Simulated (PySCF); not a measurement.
**C₃H₈FNSi: electronic excitations and core binding energies**

What electronic excitations and core binding energies should C₃H₈FNSi (`F[Si@H]1CCCN1`) show?

Programs: PySCF 2.14.0, with density-fitted response routines of our own. Each step states its level of theory. These are calculated values for one molecule in the gas phase, unless marked as measured. Atoms count from 0, in the outputs and in this text.

### 1 Starting geometry

14 atoms, charge 0, multiplicity 1; geometry from: GFN2-xTB.

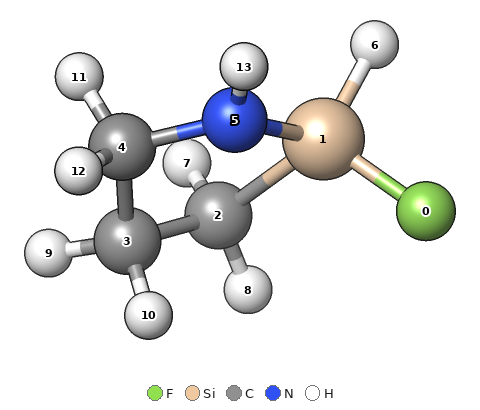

The starting geometry (fluorine green, silicon light orange, carbon grey, nitrogen blue, hydrogen white), atoms numbered.

### 2 Ultraviolet spectrum: PBE0/def2-SVPD

The job: settings as JSON, then the geometry in Å.

```
{"job": {"kind": "uv", "xc": "PBE0", "basis": "def2-SVPD", "nstates": 8, "ntriplets": 3}, "charge": 0, "multiplicity": 1}
F      0.740573     2.302826     1.346888
Si     0.416459     1.474945    -0.003142
C      1.275571    -0.208507    -0.147260
C      0.191997    -1.206188     0.273925
C     -1.158088    -0.651582    -0.178486
N     -1.132393     0.767204     0.128862
H      0.673822     2.436178    -1.063058
H      1.569810    -0.394073    -1.179911
H      2.167827    -0.322449     0.463631
H      0.363239    -2.201302    -0.138566
H      0.184775    -1.280893     1.361969
H     -1.299502    -0.825494    -1.254771
H     -1.983059    -1.132530     0.355046
H     -2.011709     1.241393     0.012707
```

Level: TDDFT PBE0/def2-SVPD, vertical, gas phase, core orbitals frozen in the response.

Started as:

```bash
> OMP_NUM_THREADS=1 python probes_run.py task.json out
```

One launch serves the whole session: the jobs run in the order shown.

Standard output:

```text
coarse grid: 11992 points
cycle   1  E = -562.4696819054  dE =  6.100e-01  |g| = 6.098e-01  |ddm| = 4.974e+00
cycle   2  E = -562.3985192568  dE =  7.116e-02  |g| = 8.810e-01  |ddm| = 1.690e+00
cycle   3  E = -562.5460004326  dE = -1.475e-01  |g| = 5.593e-02  |ddm| = 9.199e-01
cycle   4  E = -562.5464449647  dE = -4.445e-04  |g| = 3.105e-02  |ddm| = 1.089e-01
cycle   5  E = -562.5466682124  dE = -2.232e-04  |g| = 5.177e-03  |ddm| = 4.350e-02
cycle   6  E = -562.5466737683  dE = -5.556e-06  |g| = 1.891e-03  |ddm| = 1.298e-02
final grid: 111128 points
cycle   7  E = -562.6158112142  dE = -2.737e-05  |g| = 8.704e-03  |ddm| = 1.044e-01
cycle   8  E = -562.6157927778  dE =  1.844e-05  |g| = 1.249e-02  |ddm| = 2.489e-02
cycle   9  E = -562.6158295610  dE = -3.678e-05  |g| = 8.910e-04  |ddm| = 1.482e-02
cycle  10  E = -562.6158297146  dE = -1.536e-07  |g| = 2.312e-04  |ddm| = 1.215e-03
cycle  11  E = -562.6158297260  dE = -1.135e-08  |g| = 3.653e-05  |ddm| = 5.432e-04
cycle  12  E = -562.6158297262  dE = -2.590e-10  |g| = 1.623e-05  |ddm| = 8.894e-05
converged SCF energy = -562.6158297262

Static polarisability (au): isotropic 64.884, principal 57.010 64.857 72.785

Singlet excitations
state   eV       nm        f      main configurations
  1   6.3355    195.7   0.00467   H->L 0.94
  2   6.7885    182.6   0.01753   H->L+1 0.95
  3   7.2092    172.0   0.06295   H->L+2 0.94
  4   7.5104    165.1   0.00426   H->L+3 0.79
  5   7.6464    162.1   0.00507   H->L+4 0.79, H->L+3 0.13
  6   7.7722    159.5   0.04702   H->L+5 0.86
  7   7.9766    155.4   0.02906   H-1->L 0.90
  8   8.1699    151.8   0.02863   H->L+6 0.95

Triplet excitations (Tamm-Dancoff, eV): 6.0804 6.4849 6.7656
```

Run time: 34 s. Hardware: 1 thread of Arm Neoverse V1, shared host; peak memory 0.7 GiB.

The orbitals next to the gap, with their largest atomic shares:

```tsv
orbital	eV	atoms
HOMO−3	-9.78	C3 26 %, C2 20 %, C4 20 %
HOMO−2	-9.56	C3 20 %, C2 14 %, C4 11 %
HOMO−1	-8.55	C2 34 %, Si1 21 %, C3 11 %
HOMO	-7.08	N5 57 %, C4 13 %, Si1 8 %
LUMO	0.58	Si1 17 %, C4 16 %, H13 10 %
LUMO+1	1.02	Si1 31 %, H6 14 %, F0 12 %
LUMO+2	1.06	Si1 32 %, C2 13 %, F0 13 %
```

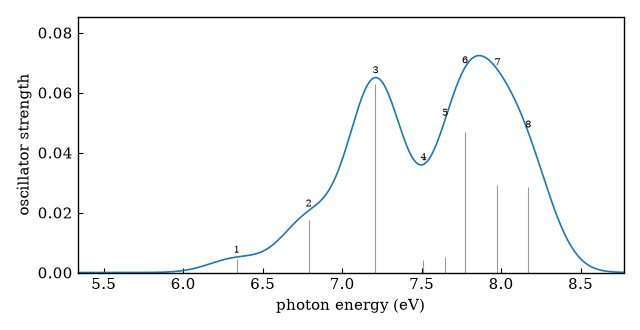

Absorption spectrum from the 8 singlet states computed; above the last one it falls off for lack of states. Lines are broadened to a width of 0.40 eV (Gaussian).

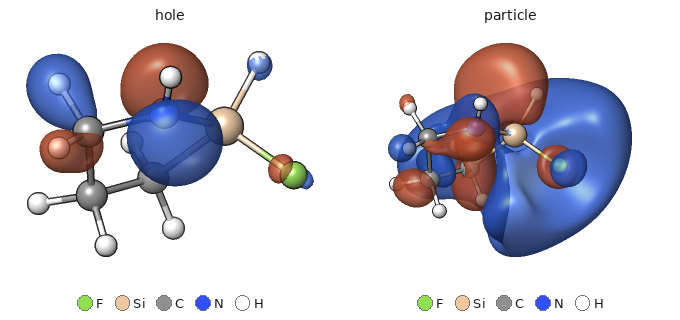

Leading natural transition orbitals of singlet state 3: the electron leaves the hole (left) for the particle orbital (right).

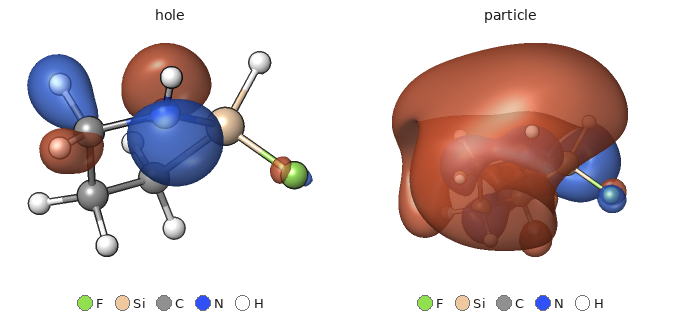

Leading natural transition orbitals of singlet state 1: the electron leaves the hole (left) for the particle orbital (right).

Further results of this job:

```tsv
property	computed
dipole moment (D)	2.41
polarisability (Å³)	9.61
HOMO–LUMO gap (eV)	7.66
−ε(HOMO) (eV)	7.08
```

The fields below are evaluated on a grid from the run's orbitals.

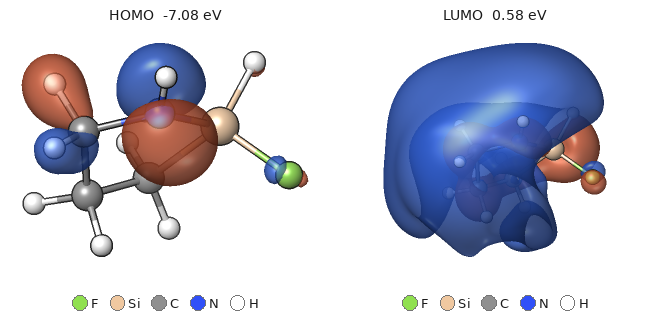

Frontier orbitals at PBE0/def2-SVPD; each surface holds 70 % of the orbital's density, blue and red mark the sign.

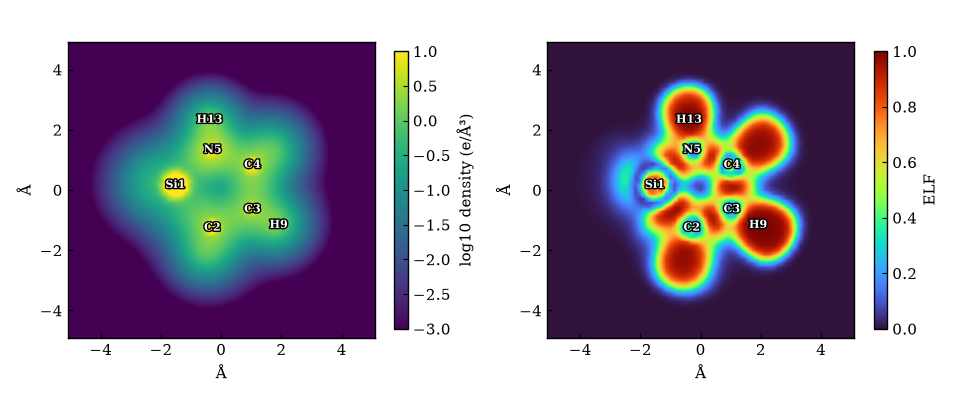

Density (left) and ELF (right) in a plane through or near 7 of the atoms.

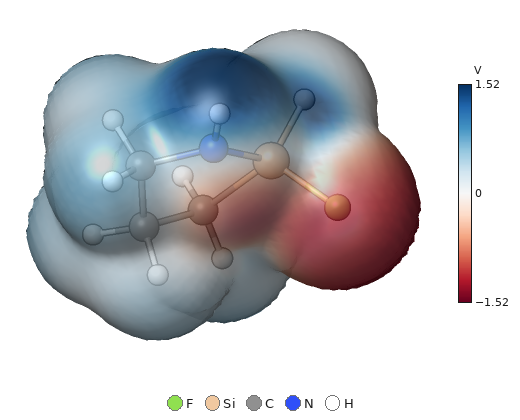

The potential that a unit positive charge feels on the 0.002 e/bohr³ surface, from -1.30 V near F0 to 1.52 V near H13.

### 3 Core-electron binding energies: SCAN, X2C

Same as in step 2 but for these lines:

```diff
@@ -1,2 +1,2 @@
-{"job": {"kind": "uv", "xc": "PBE0", "basis": "def2-SVPD", "nstates": 8, "ntriplets": 3}, "charge": 0, "multiplicity": 1}
+{"job": {"kind": "xps"}, "charge": 0, "multiplicity": 1}
 F      0.740573     2.302826     1.346888
```

Level: delta-SCF UKS SCAN, pcX-2 on the ionised atom, pcseg-1 elsewhere, spin-free X2C.

Standard output:

```text
ground state, core basis on atom 0 (F), 159 functions
  cycle   1  E = -563.77975401  |g| = 8.12e-01
  cycle   2  E = -563.55419845  |g| = 1.41e+00
  cycle   3  E = -563.90192306  |g| = 1.28e-01
  cycle   4  E = -563.90456569  |g| = 6.17e-02
  cycle   5  E = -563.90533343  |g| = 1.17e-02
  cycle   6  E = -563.90535343  |g| = 7.48e-03
  cycle   7  E = -563.90536650  |g| = 1.82e-03
  cycle   8  E = -563.90536584  |g| = 3.74e-04
  E(ground) = -563.94469290 Eh
hole in F 1s of atom 0
  cycle   1  E = -537.58375068  |g| = 2.58e+00
  cycle   2  E = -537.47846572  |g| = 2.14e+00
  cycle   3  E = -538.40735110  |g| = 4.12e-01
  cycle   4  E = -538.40008884  |g| = 3.88e-01
  cycle   5  E = -538.47531904  |g| = 5.21e-02
  cycle   6  E = -538.47632520  |g| = 2.59e-02
  cycle   7  E = -538.47668724  |g| = 5.68e-03
  cycle   8  E = -538.47670238  |g| = 1.94e-03
  cycle   9  E = -538.47670515  |g| = 4.46e-04
  E(ion) = -538.52270644 Eh   <S^2> = 0.7568   hole on atom = 1.000   binding energy = 691.767 eV
ground state, core basis on atom 1 (Si), 170 functions
  cycle   1  E = -563.96478552  |g| = 3.08e-01
  cycle   2  E = -563.96120091  |g| = 1.91e-01
  cycle   3  E = -563.96242565  |g| = 1.65e-01
  cycle   4  E = -563.96674190  |g| = 1.47e-02
  cycle   5  E = -563.96677408  |g| = 3.34e-03
  cycle   6  E = -563.96677613  |g| = 8.08e-04
  cycle   7  E = -563.96677569  |g| = 2.32e-04
  E(ground) = -563.96330257 Eh
hole in Si 1s of atom 1
  cycle   1  E = -495.02012568  |g| = 4.35e+00
  cycle   2  E = -494.95123926  |g| = 2.25e+00
  cycle   3  E = -495.57238940  |g| = 9.70e-01
  cycle   4  E = -496.01137171  |g| = 3.76e-01
  cycle   5  E = -496.05801745  |g| = 1.49e-01
  cycle   6  E = -496.06763567  |g| = 3.28e-02
  cycle   7  E = -496.06790041  |g| = 2.11e-02
  cycle   8  E = -496.06810904  |g| = 6.30e-03
  cycle   9  E = -496.06811937  |g| = 3.32e-03
  cycle  10  E = -496.06812485  |g| = 4.45e-04
  E(ion) = -496.07304318 Eh   <S^2> = 0.7521   hole on atom = 1.000   binding energy = 1847.388 eV
hole in Si 2p of atom 1
  cycle   1  E = -559.68194336  |g| = 1.24e+00
  cycle   2  E = -559.45397633  |g| = 1.22e+00
  cycle   3  E = -559.91898003  |g| = 4.03e-01
  cycle   4  E = -559.99107776  |g| = 1.38e-01
  cycle   5  E = -559.99767695  |g| = 4.98e-02
  cycle   6  E = -559.99886198  |g| = 1.35e-02
  cycle   7  E = -559.99892842  |g| = 7.77e-03
  cycle   8  E = -559.99895144  |g| = 2.35e-03
  cycle   9  E = -559.99895364  |g| = 7.17e-04
  cycle  10  E = -559.99895510  |g| = 1.21e-04
  E(ion) = -560.00710875 Eh   <S^2> = 0.7517   hole on atom = 1.003   binding energy = 107.654 eV
  2p3/2 = 107.409 eV   2p1/2 = 108.034 eV
ground state, core basis on atom 2 (C), 159 functions
  cycle   1  E = -563.85945664  |g| = 6.56e-02
  cycle   2  E = -563.85936426  |g| = 4.26e-02
  cycle   3  E = -563.85961294  |g| = 2.75e-02
  cycle   4  E = -563.85973672  |g| = 6.82e-03
  cycle   5  E = -563.85974421  |g| = 9.91e-04
  cycle   6  E = -563.85974501  |g| = 3.72e-04
  E(ground) = -563.89736791 Eh
hole in C 1s of atom 2
  cycle   1  E = -552.62676058  |g| = 1.51e+00
  cycle   2  E = -551.92324648  |g| = 1.84e+00
  cycle   3  E = -553.14846132  |g| = 3.51e-01
  cycle   4  E = -553.18523608  |g| = 1.90e-01
  cycle   5  E = -553.19778577  |g| = 5.84e-02
  cycle   6  E = -553.19893539  |g| = 1.17e-02
  cycle   7  E = -553.19896179  |g| = 9.42e-03
  cycle   8  E = -553.19900186  |g| = 2.71e-03
  cycle   9  E = -553.19900614  |g| = 1.11e-03
  cycle  10  E = -553.19900681  |g| = 5.83e-04
  cycle  11  E = -553.19900764  |g| = 1.32e-04
  E(ion) = -553.23559894 Eh   <S^2> = 0.7682   hole on atom = 1.000   binding energy = 290.122 eV
ground state, core basis on atom 3 (C), 159 functions
  cycle   1  E = -563.85915773  |g| = 5.79e-02
  cycle   2  E = -563.85911768  |g| = 2.15e-02
  cycle   3  E = -563.85912596  |g| = 2.05e-02
  cycle   4  E = -563.85923185  |g| = 1.76e-03
  cycle   5  E = -563.85923177  |g| = 4.98e-04
  E(ground) = -563.89688558 Eh
hole in C 1s of atom 3
  cycle   1  E = -552.61174220  |g| = 1.51e+00
  cycle   2  E = -551.88292304  |g| = 1.87e+00
  cycle   3  E = -553.13166543  |g| = 3.36e-01
  cycle   4  E = -553.17234429  |g| = 1.13e-01
  cycle   5  E = -553.17605839  |g| = 6.06e-02
  cycle   6  E = -553.17760119  |g| = 7.85e-03
  cycle   7  E = -553.17763532  |g| = 3.47e-03
  cycle   8  E = -553.17764258  |g| = 1.84e-03
  cycle   9  E = -553.17764493  |g| = 9.97e-04
  cycle  10  E = -553.17764563  |g| = 5.65e-04
  cycle  11  E = -553.17764569  |g| = 1.49e-04
  E(ion) = -553.21432561 Eh   <S^2> = 0.7692   hole on atom = 1.000   binding energy = 290.687 eV
ground state, core basis on atom 4 (C), 159 functions
  cycle   1  E = -563.85978956  |g| = 5.80e-02
  cycle   2  E = -563.85976583  |g| = 2.05e-02
  cycle   3  E = -563.85977579  |g| = 1.94e-02
  cycle   4  E = -563.85986683  |g| = 1.64e-03
  cycle   5  E = -563.85986693  |g| = 6.41e-04
  cycle   6  E = -563.85986697  |g| = 5.11e-05
  E(ground) = -563.89704060 Eh
hole in C 1s of atom 4
  cycle   1  E = -552.58509443  |g| = 1.51e+00
  cycle   2  E = -551.74193256  |g| = 1.95e+00
  cycle   3  E = -553.09899141  |g| = 3.46e-01
  cycle   4  E = -553.14069831  |g| = 1.36e-01
  cycle   5  E = -553.14533922  |g| = 7.25e-02
  cycle   6  E = -553.14700184  |g| = 1.35e-02
  cycle   7  E = -553.14706929  |g| = 7.97e-03
  cycle   8  E = -553.14710650  |g| = 2.55e-03
  cycle   9  E = -553.14711301  |g| = 1.44e-03
  cycle  10  E = -553.14711543  |g| = 9.80e-04
  cycle  11  E = -553.14711570  |g| = 1.31e-04
  E(ion) = -553.18336894 Eh   <S^2> = 0.7713   hole on atom = 1.000   binding energy = 291.534 eV
ground state, core basis on atom 5 (N), 159 functions
  cycle   1  E = -563.87351215  |g| = 7.44e-02
  cycle   2  E = -563.87344884  |g| = 2.74e-02
  cycle   3  E = -563.87339627  |g| = 3.20e-02
  cycle   4  E = -563.87360069  |g| = 4.32e-03
  cycle   5  E = -563.87360574  |g| = 6.21e-04
  cycle   6  E = -563.87360629  |g| = 1.81e-04
  E(ground) = -563.90920187 Eh
hole in N 1s of atom 5
  cycle   1  E = -548.30392311  |g| = 1.87e+00
  cycle   2  E = -547.60274089  |g| = 2.12e+00
  cycle   3  E = -548.95456124  |g| = 4.06e-01
  cycle   4  E = -548.99646394  |g| = 2.11e-01
  cycle   5  E = -549.01015107  |g| = 7.23e-02
  cycle   6  E = -549.01176047  |g| = 1.68e-02
  cycle   7  E = -549.01188647  |g| = 5.76e-03
  cycle   8  E = -549.01190457  |g| = 1.71e-03
  cycle   9  E = -549.01190591  |g| = 6.49e-04
  cycle  10  E = -549.01190670  |g| = 2.51e-04
  E(ion) = -549.04626797 Eh   <S^2> = 0.7650   hole on atom = 1.000   binding energy = 404.441 eV
```

Wall time 78 s (1 thread of Arm Neoverse V1, shared host); peak memory 0.46 GiB.

The holes in one table. −ε is the ground-state orbital energy:

```tsv
hole	stands for	environment	ΔSCF (eV; 2p as the shell's mean)	−ε (eV)	⟨S²⟩
F1s on F0	F0	fluorine bonded to Si	691.77	665.8	0.757
Si1s on Si1	Si1	silicon bonded to C, F, N, H, in a 5-membered ring	1847.39	1793.9	0.752
Si2p on Si1	Si1	silicon bonded to C, F, N, H, in a 5-membered ring	107.62	96.6	0.752
C1s on C2	C2	sp3 CH2 bonded to Si	290.12	273.3	0.768
C1s on C3	C3	sp3 CH2 in a ring	290.69	273.7	0.769
C1s on C4	C4	sp3 CH2 bonded to N	291.53	274.5	0.771
N1s on N5	N5	nitrogen bonded to C, Si, H, in a 5-membered ring	404.44	385.5	0.765
```

With the spin-orbit splitting: Si1 2p3/2 107.41, 2p1/2 108.03 eV. The table gives each 2p level as the mean over the whole 2p shell (two parts 2p3/2, one part 2p1/2), which differs a little from the single hole in the log.

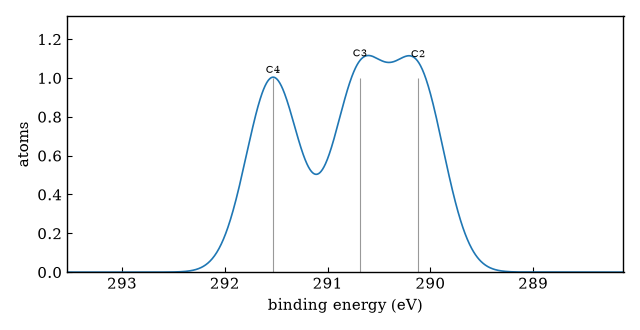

The C1s photoelectron lines, weighted by the number of atoms. Lines are broadened to a width of 0.60 eV (Gaussian).

### 4 What came out

```
                                quantity                               value
         lowest singlet (PBE0/def2-SVPD)         6.34 eV (196 nm), f = 0.005
brightest single state of those computed         state 3, 7.21 eV, f = 0.063
                          lowest triplet                             6.08 eV
   surface potential, least and greatest                  -1.30 V and 1.52 V
        C1s binding energies, SCAN/pcX-2  C4 291.53, C3 290.69, C2 290.12 eV
        F1s binding energies, SCAN/pcX-2                        F0 691.77 eV
       Si1s binding energies, SCAN/pcX-2                      Si1 1847.39 eV
       Si2p binding energies, SCAN/pcX-2                       Si1 107.62 eV
        N1s binding energies, SCAN/pcX-2                        N5 404.44 eV
```

What this shows: The lowest singlet, at 6.34 eV, is HOMO→LUMO 0.94 and is weak; of the 8 states computed, the strongest absorption comes from state 3 at 7.21 eV. The lowest triplet lies 0.26 eV below the lowest singlet (triplets in Tamm-Dancoff, singlets in full TDDFT). States above −ε(HOMO) lie where TDDFT describes them poorly and they hang on the basis; the brightest is among them. C4 (sp3 CH2 bonded to N) binds its C1s electron 1.41 eV more tightly than C2 (sp3 CH2 bonded to Si).
